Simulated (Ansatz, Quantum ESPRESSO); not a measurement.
# YBe3 (Fm-3m): zone-centre phonons

Which modes does YBe3 (Fm-3m) have at the zone centre?

Main program and level: Quantum ESPRESSO 7.5; DFT PBE, scalar-relativistic, plane waves, PseudoDojo norm-conserving pseudopotentials.

The structure was built from a prototype and need not be the compound's stable phase.

### Step 1. Starting point

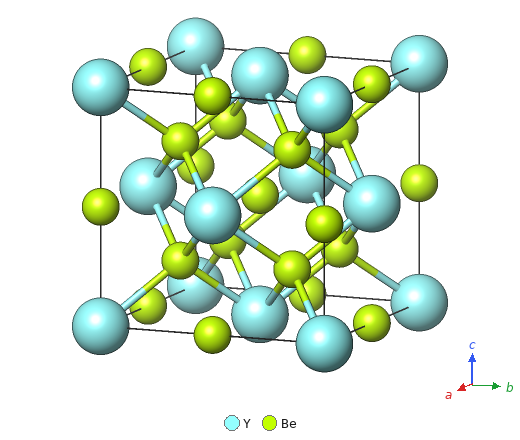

The cell as given, slightly off an axis (yttrium teal, beryllium green). This picture shows the conventional cell, with its axes. Some periodic images of atoms are drawn too.

### Step 2. A probe with smearing

A cheap run with smearing and empty bands tells whether the crystal has a gap, which decides between fixed occupations and smearing later on.

The input, probe.in:

```
&control
   calculation = 'scf'
   prefix = 'x'
   outdir = './tmp'
   pseudo_dir = './pseudo'
   tprnfor = .true.
   tstress = .true.
   verbosity = 'high'
/
&system
   ibrav = 2
   celldm(1) = 11.38852712
   nat = 4
   ntyp = 2
   ecutwfc = 76.0
   occupations = 'smearing'
   smearing = 'gaussian'
   degauss = 0.01
/
&electrons
   conv_thr = 1.0d-07
   mixing_beta = 0.7
   electron_maxstep = 100
/
ATOMIC_SPECIES
 Y      88.9058  Y.upf
 Be      9.0122  Be.upf
ATOMIC_POSITIONS crystal
 Y      0.000000000   0.000000000   0.000000000
 Be     0.500000000   0.500000000   0.500000000
 Be     0.750000000   0.750000000   0.750000000
 Be     0.250000000   0.250000000   0.250000000
K_POINTS automatic
 6 6 6 0 0 0
```

Launch:

```bash
OMP_NUM_THREADS=1 mpirun -n 4 pw.x -nk 4 -in probe.in > probe.out
```

The program printed:

```text
[banners, grids, parts of the stress and lines that vanish by symmetry left out]
Program PWSCF v.7.5
     bravais-lattice index     =            2
     lattice parameter (alat)  =      11.3885  a.u.
[...]
kinetic-energy cutoff     =      76.0000  Ry
     charge density cutoff     =     304.0000  Ry
     scf convergence threshold =      1.0E-07
[...]
Exchange-correlation= PBE
                           (   1   4   3   4   0   0   0)
[...]
48 Sym. Ops., with inversion, found
[...]
(     0          1          0      )
                  (     0          0          1      )
[...]
(  0.0000000  1.0000000  0.0000000 )
                  (  0.0000000  0.0000000  1.0000000 )
[...]
(     1          0         -1      )
                  (     0          0         -1      )
[...]
(     0          1          0      )
[...]
( -1.0000000  0.0000000  0.0000000 )
                  (  0.0000000  1.0000000  0.0000000 )
[...]
number of k points=    16  Gaussian smearing, width (Ry)=  0.0100
[...]
End of self-consistent calculation
[...]
the Fermi energy is     8.9890 ev
!    total energy              =    -165.26942094 Ry
[...]
convergence has been achieved in   6 iterations
[...]
atom    1 type  1   force =     0.00000000    0.00000000   -0.00000000
     atom    2 type  2   force =     0.00000000    0.00000000    0.00000000
     atom    3 type  2   force =     0.00000000   -0.00000000    0.00000000
     atom    4 type  2   force =    -0.00000000   -0.00000000    0.00000000
[...]
Total force =     0.000000     Total SCF correction =     0.000000
[...]
total   stress  (Ry/bohr**3)                   (kbar)     P=       -9.81
[...]
XML data file, charge density, pseudopotentials, collected wavefunctions

   JOB DONE.
```

Run time: 4.3 s. Hardware: 4 MPI ranks of Arm Neoverse V2, shared host; 17 s of CPU time.

Read from the output:

| Property | Result |
| --- | --- |
| volume per atom | 13.68 Å³ |
| pressure | -0.9810 GPa |
| gap on the k-mesh | 0 eV |

No gap opens on this mesh, so smearing is kept; the start stands at -0.98 GPa.

### Step 3. Relaxation

The harmonic expansion starts where the forces on the atoms vanish, and stress shifts the frequencies, so cell and atoms are relaxed with tight thresholds.

The input, relax.in:

```
&control
   calculation = 'vc-relax'
   prefix = 'x'
   outdir = './tmp'
   pseudo_dir = './pseudo'
   tprnfor = .true.
   tstress = .true.
   forc_conv_thr = 2.0d-05
   etot_conv_thr = 1.0d-07
   nstep = 40
/
&system
   ibrav = 2
   celldm(1) = 11.38852712
   nat = 4
   ntyp = 2
   ecutwfc = 76.0
   occupations = 'smearing'
   smearing = 'mv'
   degauss = 0.02
/
&electrons
   conv_thr = 1.0d-11
   mixing_beta = 0.7
   electron_maxstep = 100
/
&ions
/
&cell
   press_conv_thr = 0.2
/
ATOMIC_SPECIES
 Y      88.9058  Y.upf
 Be      9.0122  Be.upf
ATOMIC_POSITIONS crystal
 Y      0.000000000   0.000000000   0.000000000
 Be     0.500000000   0.500000000   0.500000000
 Be     0.750000000   0.750000000   0.750000000
 Be     0.250000000   0.250000000   0.250000000
K_POINTS automatic
 10 10 10 0 0 0
```

Launch:

```bash
OMP_NUM_THREADS=1 mpirun -n 4 pw.x -nk 4 -in relax.in > relax.out
```

The program printed:

```text
[banners, grids, parts of the stress and lines that vanish by symmetry left out]
[banner, memory and clock lines left out]
Program PWSCF v.7.5

[...]
kinetic-energy cutoff     =      76.0000  Ry
     charge density cutoff     =     304.0000  Ry
     scf convergence threshold =      1.0E-11
[...]
energy convergence thresh.=      1.0E-07
     force convergence thresh. =      2.0E-05
     press convergence thresh. =      2.0E-01
     Exchange-correlation= PBE
                           (   1   4   3   4   0   0   0)
[...]
48 Sym. Ops., with inversion, found
[...]
number of k points=    47  Marzari-Vanderbilt smearing, width (Ry)=  0.0200
[...]
End of self-consistent calculation
[...]
the Fermi energy is     9.0740 ev
!    total energy              =    -165.26762782 Ry
[...]
convergence has been achieved in  10 iterations
[...]
atom    1 type  1   force =     0.00000000    0.00000000    0.00000000
     atom    2 type  2   force =     0.00000000    0.00000000    0.00000000
     atom    3 type  2   force =    -0.00000000   -0.00000000    0.00000000
     atom    4 type  2   force =    -0.00000000   -0.00000000    0.00000000
     Total force =     0.000000     Total SCF correction =     0.000000
[...]
total   stress  (Ry/bohr**3)                   (kbar)     P=       -8.21
[...]
number of bfgs steps    =   0
[...]
CELL_PARAMETERS (alat= 11.38852712)
[...]
ATOMIC_POSITIONS (crystal)
Y                0.0000000000        0.0000000000        0.0000000000
Be               0.5000000000        0.5000000000        0.5000000000
Be               0.7500000000        0.7500000000        0.7500000000
Be               0.2500000000        0.2500000000        0.2500000000
[...]
New effective cutoffs (rho, wfc):  304.02   76.21
[...]
End of self-consistent calculation
[...]
the Fermi energy is     9.1174 ev
!    total energy              =    -165.26769382 Ry
[...]
convergence has been achieved in   5 iterations
[...]
atom    1 type  1   force =     0.00000000    0.00000000    0.00000000
     atom    2 type  2   force =    -0.00000000    0.00000000   -0.00000000
     atom    3 type  2   force =    -0.00000000   -0.00000000    0.00000000
     atom    4 type  2   force =    -0.00000000   -0.00000000   -0.00000000
     Total force =     0.000000     Total SCF correction =     0.000000
[...]
total   stress  (Ry/bohr**3)                   (kbar)     P=       -4.37
[...]
number of bfgs steps    =   1
[...]
CELL_PARAMETERS (alat= 11.38852712)
[...]
ATOMIC_POSITIONS (crystal)
[...]
New effective cutoffs (rho, wfc):  304.98   76.45
[...]
End of self-consistent calculation
[...]
the Fermi energy is     9.1668 ev
!    total energy              =    -165.26771955 Ry
[...]
convergence has been achieved in   7 iterations
[...]
atom    1 type  1   force =     0.00000000    0.00000000    0.00000000
     atom    2 type  2   force =     0.00000000    0.00000000   -0.00000000
     atom    3 type  2   force =     0.00000000   -0.00000000    0.00000000
     atom    4 type  2   force =     0.00000000    0.00000000    0.00000000
     Total force =     0.000000     Total SCF correction =     0.000000
[...]
total   stress  (Ry/bohr**3)                   (kbar)     P=        0.03
[...]
number of bfgs steps    =   2
[...]
small trust_radius: resetting bfgs history
[...]
CELL_PARAMETERS (alat= 11.38852712)
[...]
ATOMIC_POSITIONS (crystal)
[...]
New effective cutoffs (rho, wfc):  304.98   76.45
[...]
End of self-consistent calculation
[...]
the Fermi energy is     9.1666 ev
!    total energy              =    -165.26771955 Ry
[...]
convergence has been achieved in   3 iterations
[...]
atom    1 type  1   force =     0.00000000    0.00000000   -0.00000000
     atom    2 type  2   force =     0.00000000    0.00000000   -0.00000000
     atom    3 type  2   force =     0.00000000   -0.00000000   -0.00000000
     atom    4 type  2   force =    -0.00000000    0.00000000    0.00000000
     Total force =     0.000000     Total SCF correction =     0.000000
[...]
total   stress  (Ry/bohr**3)                   (kbar)     P=        0.02
[...]
bfgs converged in   4 scf cycles and   3 bfgs steps
[...]
End of BFGS Geometry Optimization
     Final enthalpy           =    -165.2677195535 Ry
     File ./tmp/x.bfgs deleted, as requested
[...]
CELL_PARAMETERS (alat= 11.38852712)
[...]
ATOMIC_POSITIONS (crystal)
[...]
Be               0.7500000000        0.7500000000        0.7500000000
Be               0.2500000000        0.2500000000        0.2500000000
[...]
Final scf calculation at the relaxed structure.
[...]
kinetic-energy cutoff     =      76.0000  Ry
     charge density cutoff     =     304.0000  Ry
     scf convergence threshold =      1.0E-13
[...]
press convergence thresh. =      2.0E-01
     Exchange-correlation= PBE
                           (   1   4   3   4   0   0   0)
[...]
48 Sym. Ops., with inversion, found
[...]
number of k points=    47  Marzari-Vanderbilt smearing, width (Ry)=  0.0200
[...]
c_bands:  1 eigenvalues not converged
     c_bands:  1 eigenvalues not converged
     c_bands:  1 eigenvalues not converged
[...]
End of self-consistent calculation
[...]
the Fermi energy is     9.1666 ev
!    total energy              =    -165.26756263 Ry
[...]
convergence has been achieved in  12 iterations
[...]
atom    1 type  1   force =    -0.00000000   -0.00000000   -0.00000000
     atom    2 type  2   force =     0.00000000    0.00000000    0.00000000
     atom    3 type  2   force =    -0.00000000   -0.00000000   -0.00000000
     atom    4 type  2   force =     0.00000000    0.00000000    0.00000000
     Total force =     0.000000     Total SCF correction =     0.000000
[...]
total   stress  (Ry/bohr**3)                   (kbar)     P=       -0.71
[...]
XML data file, charge density, pseudopotentials, collected wavefunctions
```

Run time: 53 s. Hardware: 4 MPI ranks.

Relaxation path:

```
step  energy less that of the first step (eV)  largest force (eV/Å)  pressure (GPa)  volume (Å³)
   1                                   0.0000                0.0000           -0.82        54.72
   2                                  -0.0009                0.0000           -0.44        54.49
   3                                  -0.0012                0.0000            0.00        54.23
   4                                  -0.0012                0.0000            0.00        54.23
   5                                   0.0009                0.0000           -0.07        54.23
```

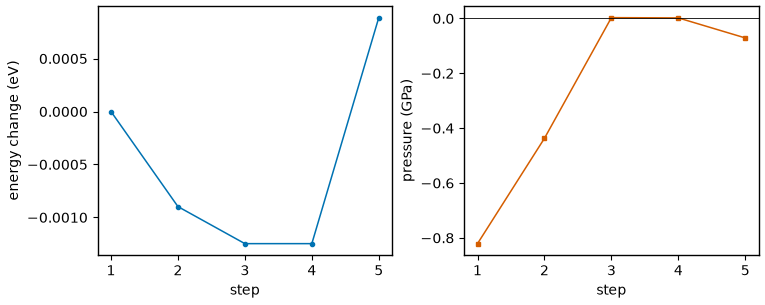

Energy and pressure along the relaxation.

```
conventional cell, symmetrised  before  after  change
                         a (Å)   6.027  6.009  -0.3 %
                         b (Å)   6.027  6.009  -0.3 %
                         c (Å)   6.027  6.009  -0.3 %
              volume (Å³/atom)   13.68  13.56  -0.9 %
```

The relaxed structure:

```
CELL_PARAMETERS angstrom
-3.00433 0.00000 3.00433
0.00000 3.00433 3.00433
-3.00433 3.00433 0.00000
ATOMIC_POSITIONS crystal
Y 0.00000 0.00000 0.00000
Be 0.50000 0.50000 0.50000
Be 0.75000 0.75000 0.75000
Be 0.25000 0.25000 0.25000
```

The last row of the table of steps is pw.x's closing run on a basis chosen anew for the final cell, so its energy can jump.

Numbers from this step:

```
volume per atom : 13.56 Å³
pressure        : -0.071 GPa
```

The volume changes by -0.9 % from the cell with which this run began.

### Step 4. Self-consistent run for the response

Perturbation theory inherits every error of the wavefunctions, so the threshold is set near the limit of the arithmetic. Smearing stays on, as the first look found no gap above 0.3 eV.

The input, scf.in:

```
&control
   calculation = 'scf'
   prefix = 'x'
   outdir = './tmp'
   pseudo_dir = './pseudo'
   tprnfor = .true.
   tstress = .true.
/
&system
   ibrav = 2
   celldm(1) = 11.35473809
   nat = 4
   ntyp = 2
   ecutwfc = 76.0
   occupations = 'smearing'
   smearing = 'mv'
   degauss = 0.02
/
&electrons
   conv_thr = 1.0d-12
   mixing_beta = 0.7
   electron_maxstep = 100
/
ATOMIC_SPECIES
 Y      88.9058  Y.upf
 Be      9.0122  Be.upf
ATOMIC_POSITIONS crystal
 Y      0.000000000   0.000000000   0.000000000
 Be     0.500000000   0.500000000   0.500000000
 Be     0.750000000   0.750000000   0.750000000
 Be     0.250000000   0.250000000   0.250000000
K_POINTS automatic
 10 10 10 0 0 0
```

Launch:

```bash
OMP_NUM_THREADS=1 mpirun -n 4 pw.x -nk 4 -in scf.in > scf.out
```

The program printed:

```text
[banners, grids, parts of the stress and lines that vanish by symmetry left out]
[banner, memory and clock lines left out]
Program PWSCF v.7.5

[...]
kinetic-energy cutoff     =      76.0000  Ry
     charge density cutoff     =     304.0000  Ry
     scf convergence threshold =      1.0E-12
[...]
Exchange-correlation= PBE
                           (   1   4   3   4   0   0   0)
[...]
48 Sym. Ops., with inversion, found
[...]
number of k points=    47  Marzari-Vanderbilt smearing, width (Ry)=  0.0200
[...]
End of self-consistent calculation
[...]
the Fermi energy is     9.1666 ev
!    total energy              =    -165.26756263 Ry
[...]
convergence has been achieved in  11 iterations
[...]
atom    1 type  1   force =     0.00000000    0.00000000    0.00000000
     atom    2 type  2   force =     0.00000000    0.00000000    0.00000000
     atom    3 type  2   force =     0.00000000    0.00000000   -0.00000000
     atom    4 type  2   force =    -0.00000000   -0.00000000    0.00000000
     Total force =     0.000000     Total SCF correction =     0.000000
[...]
total   stress  (Ry/bohr**3)                   (kbar)     P=       -0.71
[...]
XML data file, charge density, pseudopotentials, collected wavefunctions
```

Run time: 16 s. Hardware: 4 MPI ranks; 63 s of CPU time.

The cell stands at -0.071 GPa, close enough for phonons.

(Continued in part 2 of 3.)

[Host names and launcher messages were left out of these logs when they were recorded.]

[Logs are printed without paths, hosts, clocks, repeated set-up lines and the standing remarks that a program may print on its own settings, such as how far it seeks lower states.]

[Hosts, paths, dates, database ids (printed as entryN), source tags and the programs' standing remarks are cut or masked in the printed files.]
